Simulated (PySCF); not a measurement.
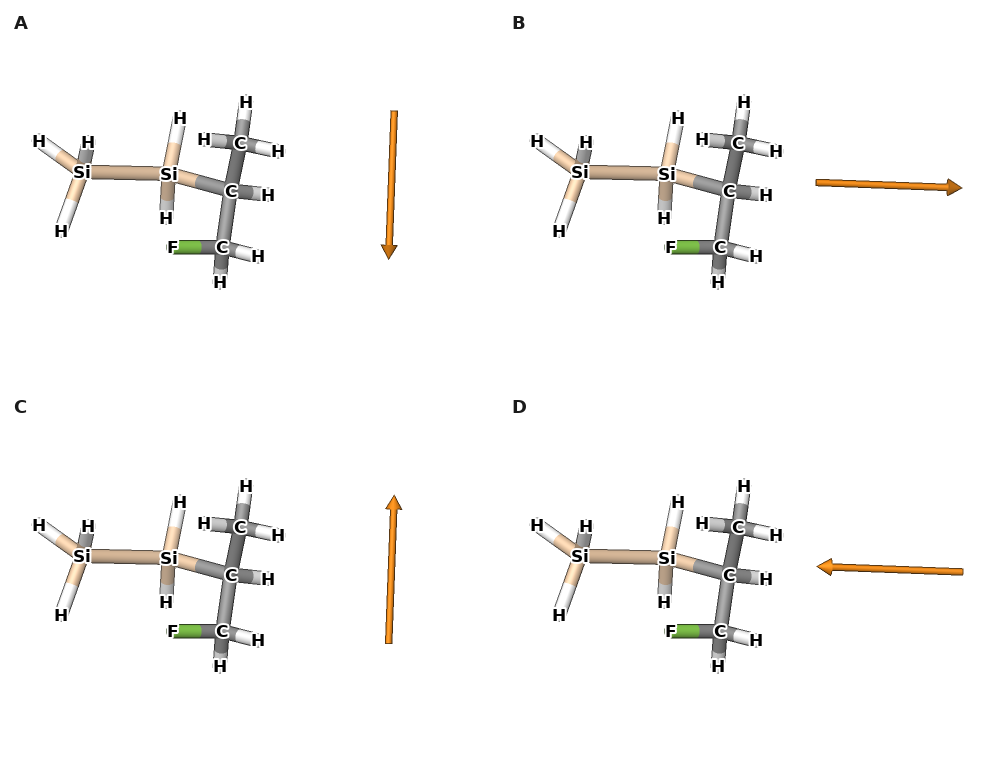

The same molecule four times, each with an arrow. The geometry was computed by an optimisation with PBE0-D3(BJ)/def2-SVP. No frequency run is at hand to confirm it as a minimum. Properties computed with PBE0/pcSseg-1, gas phase (PySCF 2.14.0).

### Which arrow points along the dipole moment, from the negative to the positive end?

B. The dipole moment is 2.24 D.
